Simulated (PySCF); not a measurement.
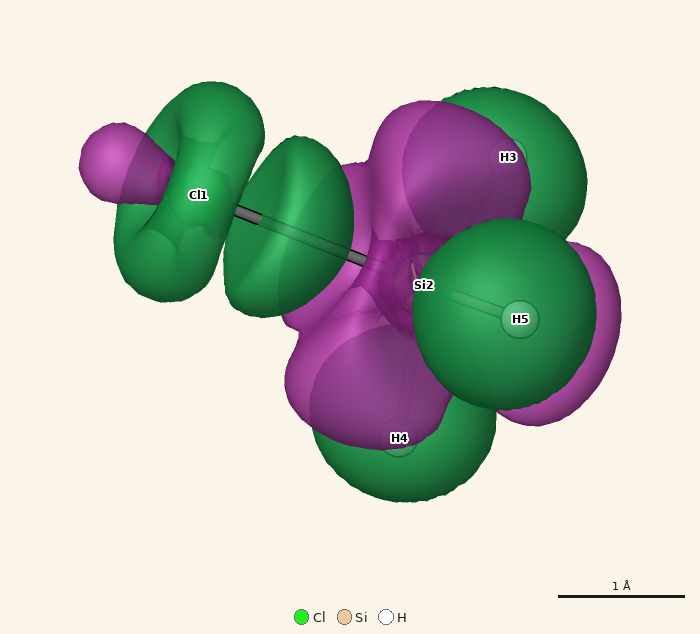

Figure 1: ClH$_{3}$Si, SMILES `Cl[SiH3]`. Deformation density (molecule less spherical, spin-averaged free atoms at the same positions), surfaces at ±0.04 e/Å³; green: gain, purple: loss.

Method: M06-2X/def2-TZVP; geometry: GFN2-xTB; program: PySCF. No frequency check shows the geometry to be a minimum. GFN2-xTB bond lengths at metals and heavier atoms can be off by up to 0.1 Å and shapes distorted, which carries into these values.

Geometry (Å), atoms numbered from 1:

```
Cl1     -1.0452    0.0000    0.0000
Si2      0.9650   -0.0000    0.0001
H3       1.4193   -1.2584   -0.5812
H4       1.4206    0.1260    1.3789
H5       1.4192    1.1326   -0.7992
```

> Describe the bonding that the map shows.

Si2–H4, Si2–H3 and Si2–H5: +0.25 e/Å³ at the bond critical point (bond length 1.46 Å, Mayer order 1.0). Cl1–Si2: +0.06 e/Å³ at the bond critical point (bond length 2.01 Å, Mayer order 1.2); up to 0.6 Å beside the axis the gain reaches +0.23 e/Å³. In all, 1.2 electrons gather in the regions of gain relative to the promolecule. A small or negative value marks a very polar bond, one between electron-rich atoms, whose free-atom densities already overlap strongly, a long bond to a heavier atom, or a closed-shell contact such as a hydrogen bond.

> Where do the Hirshfeld charges lie?

The highest Hirshfeld charge is on Si2 (+0.34 e), the lowest on Cl1 (−0.12 e).

```tsv
atom	charge (e)
Cl1	−0.12
Si2	+0.34
H3	−0.07
H4	−0.07
H5	−0.07
```
